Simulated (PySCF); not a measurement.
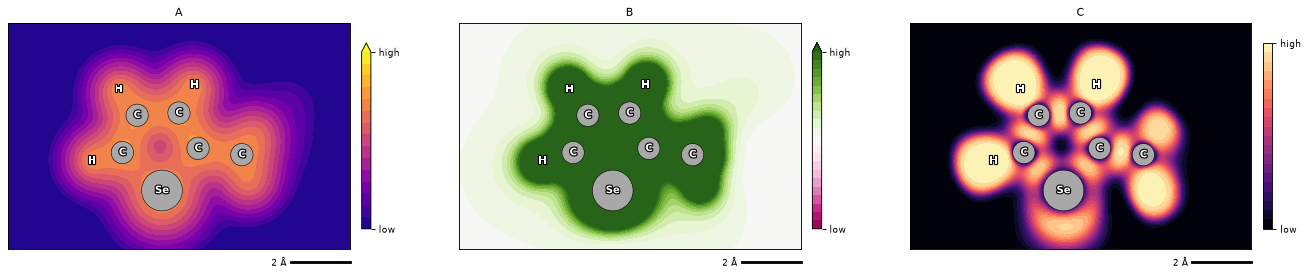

C$_{7}$H$_{8}$Se (SMILES C=CCc1ccc[se]1): 3 fields on the plane of atoms C6, C7 and H16, with unlabelled colour scales. Grey discs cover the atomic cores.

Geometry: GFN2-xTB.

The calculation used PySCF, PBE0/def2-SVPD, SCF density, gas phase.

**The panels show electron density, electron localisation function and electrostatic potential in some order. Assign them.**

Panel A: electron density. Panel B: electrostatic potential (strongly positive close to the atoms and fading to about zero outside). Panel C: electron localisation function. From the grid: C–Se (1.86 Å): ρ is about 1.2 e/Å³ halfway; the ELF peaks at about 0.90 between the atoms (a covalent bond). C–H (1.07 Å): the density is about 2 e/Å³ at the midpoint; the ELF climbs to about 1 towards the hydrogen, as it does in any bond to H; a covalent bond by its length.
